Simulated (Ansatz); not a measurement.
# U-revPBE/STO-3G run of SiH2Cl (chlorosilyl radical)

Aim: the vertical ionisation energy of SiH2Cl (chlorosilyl radical) at U-revPBE/STO-3G, from 2 runs. 

Program for the calculation: Ansatz 0.2.0.

52 further runs of the same task are left out: 52 set aside as unsound or not needed.

### Step 1. The system as given

SiH2Cl has 4 atoms, charge 0, and is taken as a doublet. SMILES: `[SiH2]Cl`. The coordinates come from a GFN2-xTB relaxation.

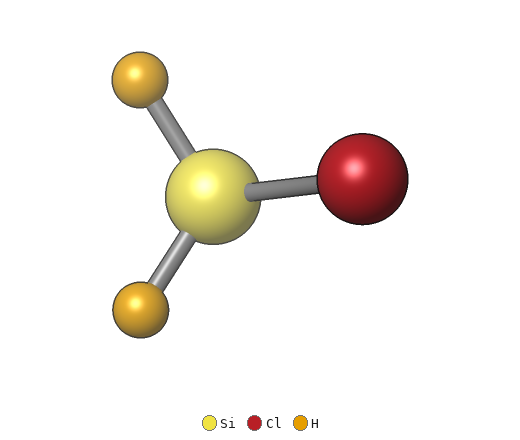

The structure, seen from a chosen angle (silicon yellow, chlorine red, hydrogen amber).

### Step 2. The energy at U-revPBE/STO-3G

The input, in.yaml:

```yaml
crystal:
  periodic: [false, false, false]
  atoms:
    - {symbol: Si, position_ang: [-0.283580, 0.237700, 0.131590]}
    - {symbol: Cl, position_ang: [1.597690, -0.059610, 0.811090]}
    - {symbol: H, position_ang: [-1.065000, -0.978280, 0.263310]}
    - {symbol: H, position_ang: [-0.249110, 0.800200, -1.205980]}
basis:
  gaussian: {orbitals: STO-3G}
magnetization: {spin_polarized: true, initial_magnetization: 1}
accuracy: high
hamiltonian: {xc: {name: revPBE}}
total_charge: 0
```

On the command line:

```
ansatz run in.yaml --threads 1 --pin off --max-ram 2610MiB --events-out events.jsonl --progress --plain --runs-dir runs
```

Output:

```text
Warning: RAYON_NUM_THREADS=1 ignored (pool sized by the plan → 1); use --threads N
Functional definition: revPBE
  name "revPBE"
  parameter kappa = 1.245
  parameter beta = 0.06672455060314922
  exchange = pbe_x(kappa = kappa, mu = beta*pi^2/3)
  correlation = pbe_c(beta = beta)
341 factors; integrals over basis functions are off by at most 3.1e-9 eV
mean field evaluation 1: about -20199.0374 eV, gradient 1.2e1 eV
mean field evaluation 2: about -20198.4350 eV, gradient 1.5e1 eV
mean field evaluation 4: about -20200.3059 eV, gradient 2.9e-1 eV
mean field evaluation 8: about -20200.2801 eV, gradient 1.3e-3 eV
mean field evaluation 16: about -20200.2801 eV, gradient 5.9e-9 eV
mean field -20200.28006960 eV, -742.3466003163 hartree, gradient 5.7e-9 eV, S^2 0.750749; 0 other end points of the search recorded, 0 dependent functions left out
reference -20200.28007166 eV, -742.3466003920 hartree; 17, 16 occupied and 3, 4 virtual orbitals, 341 factors
Total energy: -20200.28007166 eV, -742.3466003920 hartree
```

It took 1.6 s on 1 thread of AMD EPYC 7R43 (Zen 3), shared host; peak memory 0.14 GiB.

### Step 3. The singlet cation

The input, job.yaml:

```yaml
crystal:
  periodic: [false, false, false]
  atoms:
    - {symbol: Si, position_ang: [-0.283580, 0.237700, 0.131590]}
    - {symbol: Cl, position_ang: [1.597690, -0.059610, 0.811090]}
    - {symbol: H, position_ang: [-1.065000, -0.978280, 0.263310]}
    - {symbol: H, position_ang: [-0.249110, 0.800200, -1.205980]}
basis:
  gaussian:
    orbitals: STO-3G
total_charge: 1
hamiltonian:
  xc: {name: revPBE}
accuracy: high
```

On the command line:

```
ansatz run job.yaml --threads 1 --pin off --max-ram 2610MiB --events-out events.jsonl --progress --plain --runs-dir runs
```

Output (excerpt; [...] marks lines left out):

```text
Warning: RAYON_NUM_THREADS=1 ignored (pool sized by the plan → 1); use --threads N
[... 6 set-up lines as earlier in the session ...]
341 factors; integrals over basis functions are off by at most 3.1e-9 eV
mean field evaluation 1: about -20189.3956 eV, gradient 2.7e1 eV
mean field evaluation 2: about -20157.5283 eV, gradient 7.8e1 eV
mean field evaluation 4: about -20193.5956 eV, gradient 1.9e0 eV
mean field evaluation 8: about -20193.5837 eV, gradient 1.9e-2 eV
mean field evaluation 16: about -20193.5838 eV, gradient 4.2e-7 eV
mean field -20193.58375154 eV, -742.1005151663 hartree, gradient 6.8e-9 eV, S^2 0.000000; 0 other end points of the search recorded, 0 dependent functions left out
reference -20193.58375364 eV, -742.1005152435 hartree; 16, 16 occupied and 4, 4 virtual orbitals, 341 factors
Total energy: -20193.58375364 eV, -742.1005152435 hartree
```

Run time: 0.95 s. Hardware: 1 thread of AMD EPYC 7R43 (Zen 3), shared host; peak memory 0.11 GiB.

### Step 4. Outcome

Level: U-revPBE/STO-3G.

```
                                          quantity          value
                      doublet SiH2Cl: total energy  -742.34660 Eh
                              doublet SiH2Cl: ⟨S²⟩          0.751
                      singlet cation: total energy  -742.10052 Eh
vertical ionisation energy (to the singlet cation)       6.696 eV
```

What this shows: The vertical ionisation energy comes to 6.70 eV (154 kcal/mol). Only the singlet of the ionised species was computed; a triplet could lie lower. In a minimal basis such a difference can be off by several eV, whatever the method.
